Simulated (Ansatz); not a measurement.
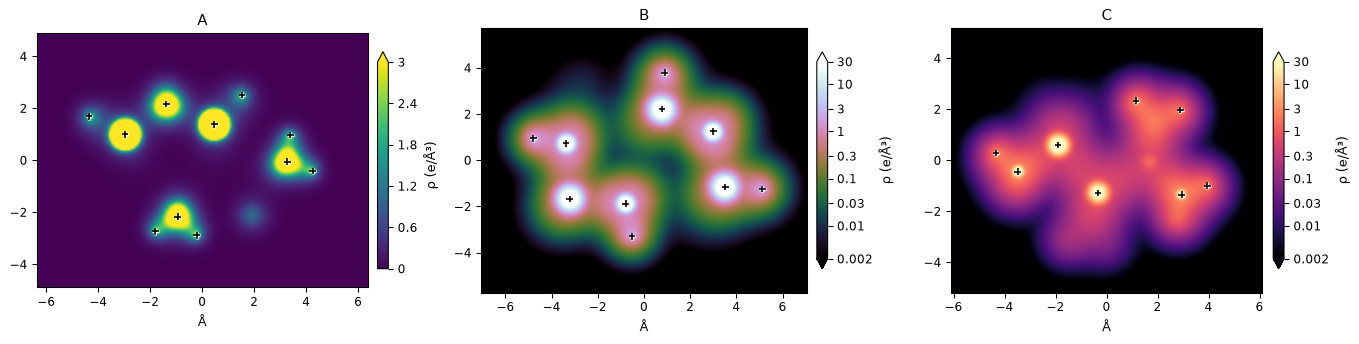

The electron density of 3 systems, each on a plane through atoms (crosses mark nuclei in the plane).

Theory: UKS PBE0-D4/def2-TZVP (Ansatz).

System 1: Ga6H20N7 (charge +2, doublet), the plane of atoms H18, N3 and H19. Geometry: r2SCAN-D4/def2-SVP.

```xyz
33

N     0.5616   -2.7814    0.5372
N    -2.4068    2.4040   -0.5679
N     0.8304   -0.8274   -1.7700
N    -1.6189   -0.5239    0.1831
N     0.4931   -0.4946    2.5653
N     0.5215    1.6197    0.1843
N     2.7821   -0.5574    0.5394
Ga   -2.7876    0.5004   -1.0407
Ga   -0.5851   -1.8632   -0.8250
Ga    1.7723   -1.7709    1.7510
Ga   -0.5037    2.7862   -1.0407
Ga    1.8635    0.5886   -0.8230
Ga   -0.6688    0.6671    1.4227
H     1.1129   -3.4992    0.0484
H    -0.0514   -3.3565    1.1302
H    -2.6330    2.6302    0.4086
H    -3.0212    3.0178   -1.1189
H     1.5068   -1.5027   -2.1490
H     0.4280   -0.4248   -2.6247
H    -2.2993   -1.0748    0.7265
H    -0.1231   -1.0097    3.2076
H     1.0064    0.1214    3.2092
H     1.0706    2.3011    0.7284
H     3.5017   -1.1070    0.0512
H     3.3551    0.0563    1.1336
H    -1.5078    0.8206   -2.3525
H    -4.2174    0.0301   -1.3691
H    -1.4021   -2.8235   -1.7190
H     2.6273   -2.6256    2.7073
H    -0.8228    1.5055   -2.3523
H    -0.0340    4.2156   -1.3718
H     2.8235    1.4078   -1.7155
H    -1.5738    1.5703    2.3061
```

System 2: Ga7H20P7 (charge −1, doublet), the plane of atoms Ga7, P13 and H33. Geometry: PBE-D4/def2-SVP.

```
atom    x (Å)    y (Å)    z (Å)
  Ga   0.7157  -3.5855   0.7436
  Ga  -1.8679   2.3442  -2.3377
  Ga   0.6770  -0.8197  -2.1291
  Ga  -2.0907  -0.7311   0.7307
  Ga   0.7214  -0.7487   3.5808
  Ga   0.6798   2.1307   0.8212
  Ga   3.4800  -0.5802   0.5737
   P  -3.0992   0.8321  -0.8315
   P  -0.6422  -2.0600  -0.5860
   P   1.9885  -1.9189   1.9110
   P  -0.8692   0.3612  -3.5456
   P  -0.8699   3.5504  -0.3508
   P   1.8194   0.6822  -0.6815
   P  -0.6374   0.5822   2.0586
   H   1.6214  -4.3949  -0.2825
   H  -0.2623  -4.3535   1.7346
   H  -3.0023   3.1470  -3.1413
   H   1.6683  -1.7116  -2.9823
   H  -3.2393  -1.5004   1.5025
   H  -0.2545  -1.7380   4.3540
   H   1.6336   0.2751   4.3858
   H   1.6716   2.9803   1.7157
   H   4.2655  -1.5018  -0.4574
   H   4.2679   0.4442   1.5004
   H  -4.0510   0.0794  -1.5956
   H  -4.0493   1.5995  -0.0807
   H  -1.5256  -2.8527  -1.3914
   H   2.8947  -2.7053   2.6984
   H  -1.3386  -0.6893  -4.4533
   H  -0.0052   0.9809  -4.5063
   H  -0.0069   4.5130  -0.9688
   H  -1.3340   4.4535   0.7055
   H   2.5593   1.5499  -1.5500
   H  -1.5188   1.3857   2.8553
```

System 3: C8H24Si3 (SMILES C[Si](C)(C)[Si](C)(C)[Si](C)(C)C) (charge +1, doublet), the plane of atoms Si2, C4 and H20. Geometry: PBE-D4/def2-SVP.

```xyz
35

C     1.9589   -1.0967    1.6022
Si    1.8857   -0.3033   -0.0972
C     1.9759   -1.5159   -1.5291
C     3.1168    1.1274   -0.2741
Si   -0.1484    1.0337   -0.4299
C    -0.1667    2.5998    0.6083
C    -0.4037    1.3727   -2.2604
Si   -1.7573   -0.5909    0.4691
C    -1.4672   -2.3287   -0.1780
C    -3.3078    0.2031   -0.2789
C    -1.6958   -0.4342    2.3401
H     2.9817   -1.5064    1.7536
H     1.2467   -1.9390    1.7080
H     1.7736   -0.3628    2.4126
H     2.9669   -2.0202   -1.4962
H     1.8939   -1.0035   -2.5088
H     1.1995   -2.3033   -1.4711
H     3.0250    1.6548   -1.2447
H     3.0321    1.8624    0.5508
H     4.1331    0.6743   -0.2288
H     0.0619    2.4016    1.6739
H     0.5726    3.3302    0.2165
H    -1.1632    3.0881    0.5506
H     0.4352    1.9823   -2.6595
H    -0.4703    0.4411   -2.8562
H    -1.3323    1.9615   -2.4172
H    -2.3409   -2.9571    0.1023
H    -1.3837   -2.3527   -1.2835
H    -0.5663   -2.8003    0.2626
H    -3.4431    1.2579    0.0339
H    -4.1755   -0.3792    0.1065
H    -3.3205    0.1454   -1.3853
H    -0.7509   -0.8199    2.7698
H    -2.5278   -1.0365    2.7673
H    -1.8380    0.6144    2.6707
```

**Which map belongs to which system?**

Panel A is system 1, Ga6H20N7: the plane holds N, Ga and H. Ga–N (1.98 Å): ρ at the midpoint is about 0.67 e/Å³. Panel B is system 2, Ga7H20P7: the plane holds Ga, P and H. P–H (1.44 Å): ρ at the midpoint is about 1 e/Å³. Panel C is system 3, C8H24Si3: the plane holds Si, C and H. C–Si (1.90 Å): ρ at the midpoint is about 0.92 e/Å³.
